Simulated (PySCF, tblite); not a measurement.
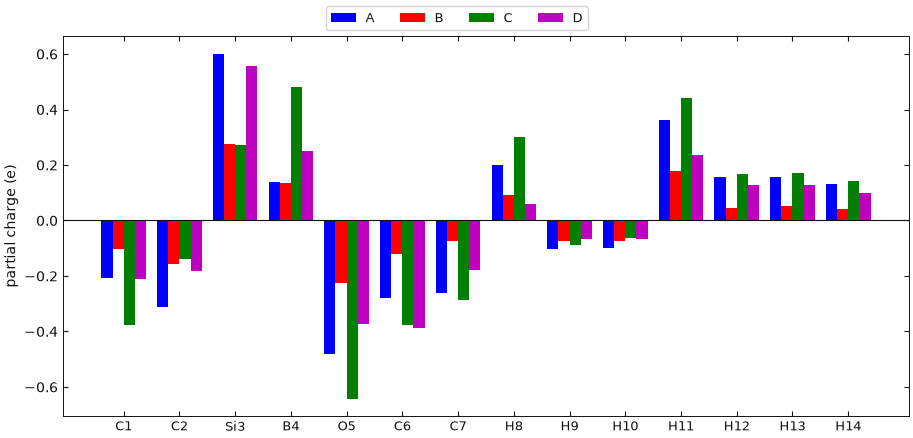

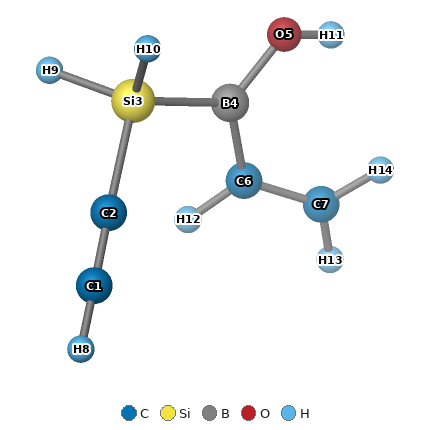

Atomic charges of C₄H₇BOSi, SMILES C#C[SiH2]B(O)C=C by 4 schemes, PBE0/pcSseg-1, PySCF, at a GFN2-xTB geometry (a minimum by its frequencies).

The schemes are ESP fit, Hirshfeld, IAO and Mulliken. Which series is which?

A: IAO (O5 −0.48 e); B: Hirshfeld (O5 −0.22 e); C: ESP fit (O5 −0.64 e); D: Mulliken (O5 −0.37 e).

Caveats: the tight-binding geometry is rougher than a DFT one and adds to the error; one conformer of a flexible molecule.
